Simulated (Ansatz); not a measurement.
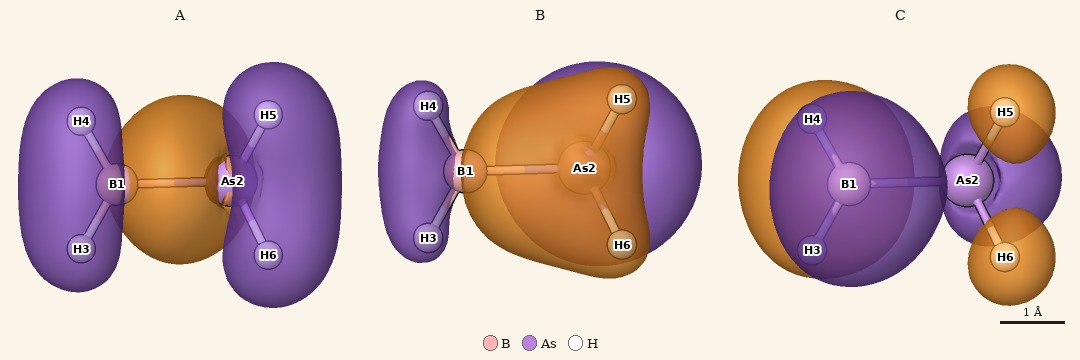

AsBH4. Three frontier orbitals at ±0.08 Å⁻³ᐟ² (orange and purple are the two phases), in no order.

Geometry: PBE0-D4/def2-TZVP.

All numbers below come from Ansatz 0.2.0, RKS PBE0-D4/def2-TZVPP.

| atom | x (Å) | y (Å) | z (Å) |
| --- | --- | --- | --- |
| B | -0.0224 | -0.9331 | 0.1276 |
| As | 0.4387 | 0.9820 | 0.3193 |
| H | -0.8936 | -1.3967 | 0.7979 |
| H | 0.6760 | -1.6415 | -0.5309 |
| H | 0.7850 | 1.3280 | -1.1109 |
| H | -0.9417 | 1.5974 | 0.3509 |

Question: Order the three orbitals by energy and name them.

Answer: A is the HOMO−1 (−9.41 eV). Its weight (Hirshfeld) is mainly on As2 (about 45 %), B1 (about 25 %), H6 (about 10 %) and H5 (about 10 %). B is the HOMO (−7.42 eV). It lies mainly on As2 (about 70 %) and B1 (about 15 %). C is the LUMO (−1.95 eV). It lies mainly on B1 (about 60 %), As2 (about 20 %), H3 (about 5 %) and H4 (about 5 %).

Question: What is the HOMO–LUMO gap?

Answer: 5.47 eV between the orbital energies.
